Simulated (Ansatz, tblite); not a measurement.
# BH2(vinyl) (C₂H₅B): spin states and exact exchange

Is the singlet the ground state of BH2(vinyl) (C₂H₅B)? Other spin states are computed and compared level by level.

The runs use Ansatz 0.2.0, Gaussian basis; as each input shows.

Plan: triplet, at the geometry of the singlet (GFN1-xTB, GFN2-xTB, PBE0-D4/def2-TZVP, PBE-D4/def2-TZVP, r2SCAN-D4/def2-TZVP); the singlet's energies come from earlier runs.

## Step 1: The structure

The geometry is that of the singlet, from an earlier relaxation (r2SCAN-D4/def2-TZVP).

8 atoms, charge 0, spin multiplicity 1.

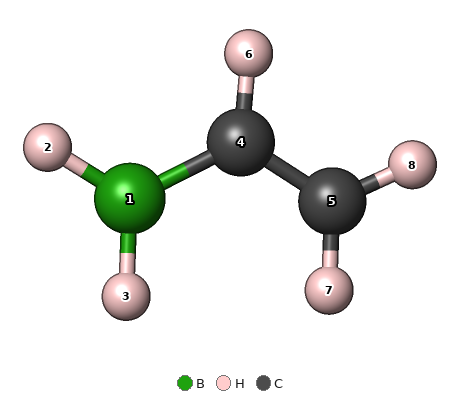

The geometry (boron green, hydrogen pink, carbon dark grey); atoms are numbered from 1 in the order of the file.

Geometry (Å):

```xyz
8
charge 0, multiplicity 1
B     0.6720    1.0225   -0.4036
H     1.3605    1.4017   -1.3046
H     0.4502    1.7564    0.5163
C     0.0606   -0.3859   -0.3900
C    -0.7075   -0.7930    0.6336
H     0.2306   -1.0916   -1.2026
H    -0.9086   -0.1284    1.4699
H    -1.1578   -1.7817    0.6809
```

## Step 2: Triplet at the fixed geometry, GFN1-xTB

Tight binding, by tblite at 300 K electronic temperature and without a spin-polarisation term:

```python
tblite.interface.Calculator('GFN1-xTB', numbers, positions, charge=0, uhf=2).singlepoint()
```

Energy -220.5703 eV; 0.004 s.

## Step 3: Triplet at the fixed geometry, GFN2-xTB

Tight binding, by tblite at 300 K electronic temperature and without a spin-polarisation term:

```python
tblite.interface.Calculator('GFN2-xTB', numbers, positions, charge=0, uhf=2).singlepoint()
```

Energy -214.1379 eV; 0.002 s.

## Step 4: Triplet at the fixed geometry, PBE0-D4/def2-TZVP

The input, in.yaml:

```yaml
crystal:
  periodic: [false, false, false]
  atoms:
    - {symbol: B, position_ang: [0.672002, 1.022480, -0.403577]}
    - {symbol: H, position_ang: [1.360536, 1.401650, -1.304602]}
    - {symbol: H, position_ang: [0.450162, 1.756442, 0.516333]}
    - {symbol: C, position_ang: [0.060615, -0.385896, -0.389996]}
    - {symbol: C, position_ang: [-0.707476, -0.792956, 0.633576]}
    - {symbol: H, position_ang: [0.230598, -1.091578, -1.202585]}
    - {symbol: H, position_ang: [-0.908573, -0.128433, 1.469935]}
    - {symbol: H, position_ang: [-1.157844, -1.781709, 0.680927]}
basis:
  gaussian: {orbitals: def2-TZVP}
magnetization: {spin_polarized: true, initial_magnetization: 2}
hamiltonian: {xc: pbe0, dispersion: d4}
scf: {omitted_lower_state_checks: [starts]}
output: {orbitals: {seedname: orbitals}}
```

Run with:

```bash
$ ansatz run in.yaml --threads 4 --pin off --events-out ev --progress --plain --max-ram 3916MiB
```

Output:

```text
Functional definition: PBE0
  name "PBE0"
  cite "Adamo & Barone, J. Chem. Phys. 110, 6158 (1999) doi:10.1063/1.478522"
  cite "Perdew, Burke & Ernzerhof, Phys. Rev. Lett. 77, 3865 (1996) doi:10.1103/PhysRevLett.77.3865"
  parent pbe
  parameter a = 0.25
  parameter kappa = 0.804
  parameter beta = 0.06672455060314922
  exchange = (1 - a)*pbe_x(kappa = kappa, mu = beta*pi^2/3) + a*exact_x
  correlation = pbe_c(beta = beta)
these checks for a lower state are left out or cut short: starts
749 factors; their error is unknown
mean field evaluation 1: about -2813.3318 eV, gradient 4.2e1 eV
mean field evaluation 2: about -2800.2130 eV, gradient 6.2e1 eV
mean field evaluation 4: about -2824.1358 eV, gradient 1.9e0 eV
mean field evaluation 8: about -2824.1838 eV, gradient 1.6e-1 eV
mean field evaluation 16: about -2824.1727 eV, gradient 6.0e-4 eV
mean field -2824.17265377 eV, -103.7864307330 hartree, gradient 6.5e-5 eV, S^2 2.007034; 0 other end points of the search recorded, 0 dependent functions left out
reference -2824.17268477 eV, -103.7864318721 hartree; 12, 10 occupied and 111, 113 virtual orbitals, 749 factors
Total energy: -2824.25600966 eV, -103.7894940055 hartree
Checks for a lower state left out: starts
```

Run time: 1.6 s. Hardware: 4 threads of Arm Neoverse V1, shared host.

From the report: HOMO -5.06 eV, LUMO -5.41 eV (over both spins; with the spin held, an empty level of the minority spin lies below the top filled one); ⟨S²⟩ 2.007 (pure: 2.00).

## Step 5: Triplet at the fixed geometry, PBE-D4/def2-TZVP

start.molden holds the orbitals of an earlier run on this state, given as this run's starting guess.

in.yaml: that of step 4 with these lines changed.

```diff
@@ -12,5 +12,5 @@
 basis:
-  gaussian: {orbitals: def2-TZVP}
+  gaussian: {orbitals: def2-TZVP, initial_orbitals: start.molden}
 magnetization: {spin_polarized: true, initial_magnetization: 2}
-hamiltonian: {xc: pbe0, dispersion: d4}
+hamiltonian: {xc: pbe, dispersion: d4}
 scf: {omitted_lower_state_checks: [starts]}
```

Same command.

Output:

```text
Functional definition: PBE
  name "PBE"
  cite "Perdew, Burke & Ernzerhof, Phys. Rev. Lett. 77, 3865 (1996) doi:10.1103/PhysRevLett.77.3865"
  parent pbe
  parameter kappa = 0.804
  parameter beta = 0.06672455060314922
  exchange = pbe_x(kappa = kappa, mu = beta*pi^2/3)
  correlation = pbe_c(beta = beta)
these checks for a lower state are left out or cut short: starts
749 factors; their error is unknown
mean field evaluation 1: about -2823.4305 eV, gradient 4.3e0 eV
mean field evaluation 2: about -2823.4796 eV, gradient 5.7e-2 eV
mean field evaluation 4: about -2823.4534 eV, gradient 6.8e-4 eV
mean field evaluation 8: about -2823.4534 eV, gradient 7.9e-5 eV
mean field -2823.45342083 eV, -103.7599994100 hartree, gradient 1.4e-5 eV, S^2 2.005909; 0 other end points of the search recorded, 0 dependent functions left out
reference -2823.45346290 eV, -103.7600009561 hartree; 12, 10 occupied and 111, 113 virtual orbitals, 749 factors
Total energy: -2823.55444991 eV, -103.7637121601 hartree
Checks for a lower state left out: starts
```

Wall time 1.2 s (4 threads of Arm Neoverse V1, shared host).

From the report: HOMO -4.10 eV, LUMO -6.85 eV (over both spins; with the spin held, an empty level of the minority spin lies below the top filled one); ⟨S²⟩ 2.006 (pure: 2.00).

## Step 6: Triplet at the fixed geometry, r2SCAN-D4/def2-TZVP

in.yaml: that of step 5 with these lines changed.

```diff
@@ -14,3 +14,3 @@
 magnetization: {spin_polarized: true, initial_magnetization: 2}
-hamiltonian: {xc: pbe, dispersion: d4}
+hamiltonian: {xc: r2scan, dispersion: d4}
 scf: {omitted_lower_state_checks: [starts]}
```

Launched as before.

Output:

```text
Functional definition: r2SCAN
  name "r2SCAN"
  cite "Furness, Kaplan, Ning, Perdew & Sun, J. Phys. Chem. Lett. 11, 8208 (2020) doi:10.1021/acs.jpclett.0c02405"
  cite "Furness, Kaplan, Ning, Perdew & Sun, J. Phys. Chem. Lett. 11, 9248 (2020) doi:10.1021/acs.jpclett.0c03077"
  parent r2scan
  parameter k0 = 0.174
  parameter k1 = 0.065
  parameter a1 = 4.9479
  exchange = r2scan_x(k0 = k0, k1 = k1, a1 = a1)
  correlation = r2scan_c
these checks for a lower state are left out or cut short: starts
749 factors; their error is unknown
mean field evaluation 1: about -2826.1291 eV, gradient 2.8e0 eV
mean field evaluation 2: about -2826.1580 eV, gradient 3.0e-2 eV
mean field evaluation 4: about -2826.1325 eV, gradient 3.3e-4 eV
mean field -2826.13248588 eV, -103.8584532346 hartree, gradient 2.5e-5 eV, S^2 2.010987; 0 other end points of the search recorded, 0 dependent functions left out
reference -2826.13250101 eV, -103.8584537906 hartree; 12, 10 occupied and 111, 113 virtual orbitals, 749 factors
Total energy: -2826.15656664 eV, -103.8593381861 hartree
Checks for a lower state left out: starts
```

Wall time 2.2 s (4 threads of Arm Neoverse V1, shared host).

Report: HOMO -4.39 eV, LUMO -6.21 eV (over both spins; with the spin held, an empty level of the minority spin lies below the top filled one); ⟨S²⟩ 2.011 (pure: 2.00).

## Step 7: Triplet less singlet, vertical

The singlet's energies are those of its earlier runs, whose logs aren't repeated here.

| level | triplet less singlet, vertical (kJ/mol) | time |
| --- | --- | --- |
| GFN1-xTB | +378.6 | 0.022 s |
| GFN2-xTB | +356.3 | 0.005 s |
| PBE-D4/def2-TZVP | +351.8 | 1.9 s |
| r2SCAN-D4/def2-TZVP | +326.1 | 3.5 s |
| PBE0-D4/def2-TZVP | +337.3 | 2.6 s |

Times add the two runs; a level without a time comes out of a correlated run. Tight binding without a spin term can't rank spin states.

## Step 8: What came out

```
                                                quantity                                         value
triplet less singlet, vertical, functionals in def2-TZVP  +326.1 (r2SCAN-D4) to +351.8 kJ/mol (PBE-D4)
```

All functionals put the triplet above the singlet, over a spread of 25.7 kJ/mol. The checks for a lower triplet were left out, so another state of that spin may lie lower. These are electronic energies, without zero-point motion, entropy or surroundings.
